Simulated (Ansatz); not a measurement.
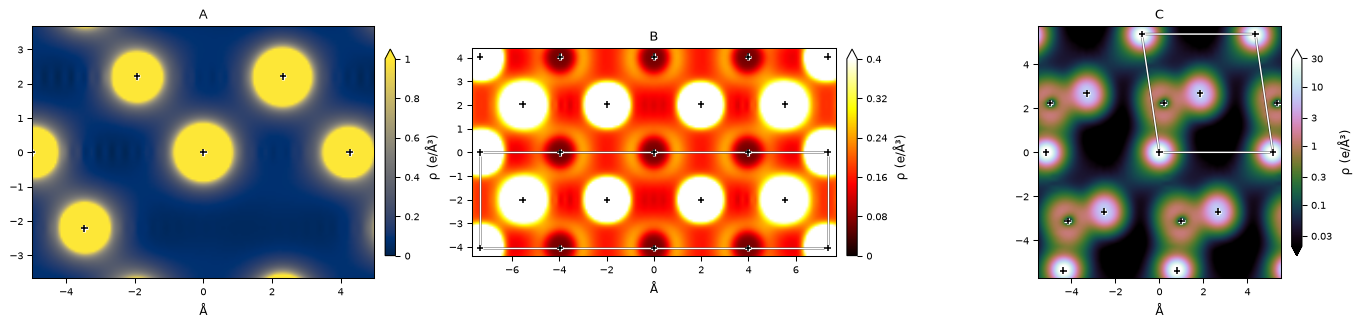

The valence pseudo-density of 3 systems, each on a plane through atoms (crosses mark nuclei in the plane).

Computed with DFT PBE, scalar-relativistic, plane waves, PAW in Ansatz.

System 1: Sn₂Ge₃, the (110) plane of the conventional cell. Space group P-3m1; a generated structure, not necessarily the stable one.

System 2: Be₂ZnSO₃, the (010) plane of the conventional cell. Space group Cm; a generated structure, not necessarily the stable one; changed on purpose from its base cell (volume × 0.91, shape and atoms relaxed).

```
CELL_PARAMETERS angstrom
5.15767 0.00000 0.23122
0.00000 6.41877 0.00000
-1.04087 0.00000 5.33335
ATOMIC_POSITIONS crystal
Be 0.20856 0.79779 0.54672
Be 0.70856 0.29779 0.54672
Be 0.20856 0.20221 0.54672
Be 0.70856 0.70221 0.54672
Zn 0.18997 0.50000 0.86887
Zn 0.68997 0.00000 0.86887
S 0.29281 0.50000 0.28739
S 0.79281 0.00000 0.28739
O 0.48705 0.77236 0.69102
O 0.98705 0.27236 0.69102
O 0.48705 0.22764 0.69102
O 0.98705 0.72764 0.69102
O 0.12599 0.00000 0.36828
O 0.62599 0.50000 0.36828
```

System 3: Ti₃Al₃Cu₂, the (11̄0) plane of the conventional cell. Space group P4/mmm; a generated structure, not necessarily the stable one; spin-polarised.

```
CELL_PARAMETERS angstrom
2.86148 0.00000 0.00000
0.00000 2.86148 0.00000
0.00000 0.00000 14.69581
ATOMIC_POSITIONS crystal
Ti 0.00000 0.00000 0.50000
Ti 0.50000 0.50000 0.86474
Ti 0.50000 0.50000 0.13526
Al 0.00000 0.00000 0.27030
Al 0.00000 0.00000 0.72970
Al 0.00000 0.00000 0.00000
Cu 0.50000 0.50000 0.62266
Cu 0.50000 0.50000 0.37734
```

**Which map belongs to which system?**

Panel A is system 1, Sn₂Ge₃: the plane holds Sn and Ge. Ge–Ge (2.69 Å): the density is about 0.32 e/Å³ at the midpoint. Panel B is system 3, Ti₃Al₃Cu₂: the plane holds Ti, Al and Cu. Al–Cu (2.56 Å): ρ at the midpoint is about 0.26 e/Å³. Panel C is system 2, Be₂ZnSO₃: the plane holds Zn, S and O. S–O (1.71 Å): ρ at the midpoint is about 1.3 e/Å³.
